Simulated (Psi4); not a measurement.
# AlBrCl (SMILES [Cl][Al][Br]): UM06-2X/STO-6G (density fitting)

What is the energy change on altering one bond length of AlBrCl at UM06-2X/STO-6G (density fitting)? 

The calculation is run with Psi4 1.11.

4 further runs of the same task are left out: 2 for a known fault of the program, 1 that didn't finish, 1 set aside as unsound or not needed.

## Step 1: The structure to begin with

AlBrCl: 3 atoms, total charge 0, spin state doublet. SMILES: `[Cl][Al][Br]`. Geometry: relaxed at PBE0-D4/def2-TZVP.

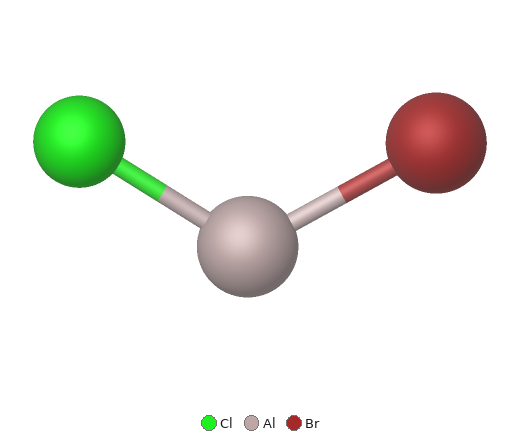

Viewed from a chosen angle; chlorine green, aluminium light grey, bromine red.

## Step 2: The energy at UM06-2X/STO-6G (density fitting)

Input file run.py:

```python
import psi4

psi4.set_memory(1600000000)
psi4.set_num_threads(1)
psi4.core.set_output_file('psi4.out', False)

molecule = psi4.geometry("""
0 2
Cl     0.83129052     3.32799668     0.80105490
Al    -1.22473150     0.24812104    -0.63816051
Br     0.37246502    -3.69857197    -0.18783878
units au
""")

psi4.set_options(dict(reference='uks', scf_type='df'))

e_tot, wfn = psi4.energy("m06-2x/STO-6G", return_wfn=True)
print('E =', round(e_tot, 9))
```

Launch:

```sh
$ python run.py
```

psi4.out (excerpt; [...] marks lines left out):

```text
[...]
  Running in cs symmetry.
[...]
  Nuclear repulsion =  245.578057802383796
[...]
  Multiplicity = 2
[...]
  Nalpha       = 33
  Nbeta        = 32
[...]
    Number of basis functions: 36
[...]
   @DF-UKS iter   1: -3261.06907977712308   -1.87587e+00   1.04231e-02 DIIS/ADIIS
[...]
   @DF-UKS iter   8: -3261.18998273609122   -1.84341e-08   3.85313e-07 DIIS
[...]
   @S^2 Observed:                7.522029730E-01
[...]
    Orbital Energies [Eh]
    ---------------------
    Alpha Occupied:
       1Ap  -484.966030     2Ap  -102.652528     3Ap   -60.638269
       4Ap   -56.979521     5Ap   -56.520567     1App  -56.517762
       6Ap   -56.517656     7Ap    -9.494597     8Ap    -7.899039
       9Ap    -7.269225     2App   -7.260862    10Ap    -7.260572
      11Ap    -6.244385     3App   -6.232270    12Ap    -6.231567
      13Ap    -4.298589    14Ap    -2.728139     4App   -2.725849
      15Ap    -2.724809    16Ap    -1.879653     5App   -1.876624
      17Ap    -1.875974    18Ap    -1.867250     6App   -1.867235
      19Ap    -0.797168    20Ap    -0.680894    21Ap    -0.411068
      22Ap    -0.324916     7App   -0.299808    23Ap    -0.299399
       8App   -0.245780    24Ap    -0.244931    25Ap    -0.170820
[...]
  @DF-UKS Final Energy: -3261.18998273609122
   => Energetics <=
    Nuclear Repulsion Energy =            245.5780578023837961
    One-Electron Energy =               -5045.3692744657910225
    Two-Electron Energy =                1604.2756044636223578
    DFT Exchange-Correlation Energy =     -65.6743705363063128
    Empirical Dispersion Energy =           0.0000000000000000
    VV10 Nonlocal Energy =                  0.0000000000000000
    Total Energy =                      -3261.1899827360907693
[...]
 Multipole Moments:
 ------------------------------------------------------------------------------------
     Multipole            Electronic (a.u.)      Nuclear  (a.u.)        Total (a.u.)
 ------------------------------------------------------------------------------------
 L = 1.  Multiply by 2.5417464519 to convert [e a0] to [Debye]
 Dipole X            :         -1.3153216           -0.1342172           -1.4495389
 Dipole Y            :         -8.2619547            8.2814598            0.0195051
 Dipole Z            :          0.0000000            0.0000000            0.0000000
 Magnitude           :                                                    1.4496701
[...]
```

The script printed:

```text
E = -3261.189982736
```

Wall time 4.8 s (1 thread of AMD EPYC 7B13 (Zen 3), shared host); peak memory 0.32 GiB.

## Step 3: The distorted shape, same level

Input file job.in:

```
memory 1600 MB

molecule molecule1 {
  0 2
  Cl     0.657519     2.087089     0.576233
  Al    -0.648100     0.131300    -0.337700
  Br     0.197100    -1.957200    -0.099400
}

set reference uks
set scf_type df

e, wfn = energy("m06-2x/STO-6G", return_wfn=True)
```

Launch:

```sh
$ psi4 -n 1 job.in job.out
```

job.out (excerpt; [...] marks lines left out):

```text
[...]
  Running in cs symmetry.
[...]
  Nuclear repulsion =  228.938176479703770
[...]
  Multiplicity = 2
[...]
  Nalpha       = 33
  Nbeta        = 32
[...]
    Number of basis functions: 36
[...]
   @DF-UKS iter   1: -3260.99202258413834   -1.94408e+00   1.08488e-02 DIIS/ADIIS
[...]
   @DF-UKS iter  10: -3261.15318629973535   -5.28144e-09   1.69930e-07 DIIS
[...]
   @S^2 Observed:                7.551118415E-01
[...]
    Orbital Energies [Eh]
    ---------------------
    Alpha Occupied:
       1Ap  -484.988725     2Ap  -102.581706     3Ap   -60.660557
       4Ap   -56.998180     5Ap   -56.542949     1App  -56.540054
       6Ap   -56.539969     7Ap    -9.427964     8Ap    -7.920495
       9Ap    -7.203978     2App   -7.194418    10Ap    -7.194320
      11Ap    -6.265989     3App   -6.253523    12Ap    -6.252986
      13Ap    -4.316586    14Ap    -2.744969     4App   -2.743304
      15Ap    -2.740732    16Ap    -1.901291     5App   -1.898084
      17Ap    -1.897637     6App   -1.888691    18Ap    -1.888677
      19Ap    -0.727588    20Ap    -0.698106    21Ap    -0.400575
      22Ap    -0.302689    23Ap    -0.265841     7App   -0.265578
       8App   -0.239891    24Ap    -0.239337    25Ap    -0.193178
[...]
  @DF-UKS Final Energy: -3261.15318629973535
   => Energetics <=
    Nuclear Repulsion Energy =            228.9381764797037704
    One-Electron Energy =               -5012.2491535516210206
    Two-Electron Energy =                1587.8167987739252567
    DFT Exchange-Correlation Energy =     -65.6590080017430466
    Empirical Dispersion Energy =           0.0000000000000000
    VV10 Nonlocal Energy =                  0.0000000000000000
    Total Energy =                      -3261.1531862997353528
[...]
 Multipole Moments:
 ------------------------------------------------------------------------------------
     Multipole            Electronic (a.u.)      Nuclear  (a.u.)        Total (a.u.)
 ------------------------------------------------------------------------------------
 L = 1.  Multiply by 2.5417464519 to convert [e a0] to [Debye]
 Dipole X            :         -2.1309582            0.2969780           -1.8339802
 Dipole Y            :         -9.4327612            8.8163483           -0.6164129
 Dipole Z            :          0.0000000            0.0000000            0.0000000
 Magnitude           :                                                    1.9347993
[...]
```

Run time: 5.1 s. Hardware: 1 thread of AMD EPYC 7B13 (Zen 3), shared host; peak memory 0.32 GiB.

## Step 4: Outcome

At UM06-2X/STO-6G (density fitting):

| quantity | value |
| --- | --- |
| first shape: total energy | -3261.18998 Eh |
| first shape: dipole moment | 3.68 D |
| first shape: HOMO energy (highest over α and β) | -4.65 eV |
| first shape: LUMO energy (lowest over α and β) | 1.10 eV |
| first shape: ⟨S²⟩ | 0.752 |
| distorted shape: total energy | -3261.15319 Eh |
| distorted shape: dipole moment | 4.92 D |
| distorted shape: HOMO energy (highest over α and β) | -5.26 eV |
| distorted shape: LUMO energy (lowest over α and β) | -0.11 eV |
| distorted shape: ⟨S²⟩ | 0.755 |
| energy change with the Cl1–Al2 bond stretched from 2.102 to 2.523 Å | 1.001 eV |

With the Cl1–Al2 bond stretched from 2.102 to 2.523 Å the energy rises by 1.00 eV (97 kJ/mol). The first shape isn't relaxed at this level, so the change isn't measured from a minimum. The minimal basis adds a large error of its own.
